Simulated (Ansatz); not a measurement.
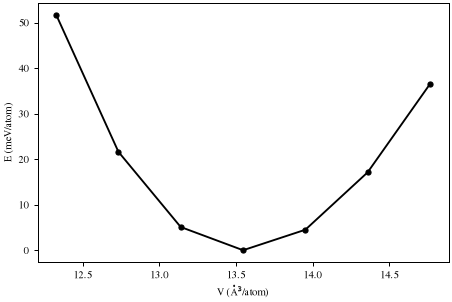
Fig. 1. CdO (rock salt, space group No. 225) under volume change, the program Ansatz at the PBE level (PAW), scaled uniformly.

Task: What does a third-order Birch–Murnaghan fit give for V₀, B₀ and B′?

Result: V₀ = 13.55 Å³/atom, B₀ = 126 GPa, B′ = 4.8.

Space group Fm-3m (rock salt). The cell was relaxed with PBE under the symmetry of its start; of distortions, only those at the zone centre were tested.

Potentials: the later of the program's two PAW sets.
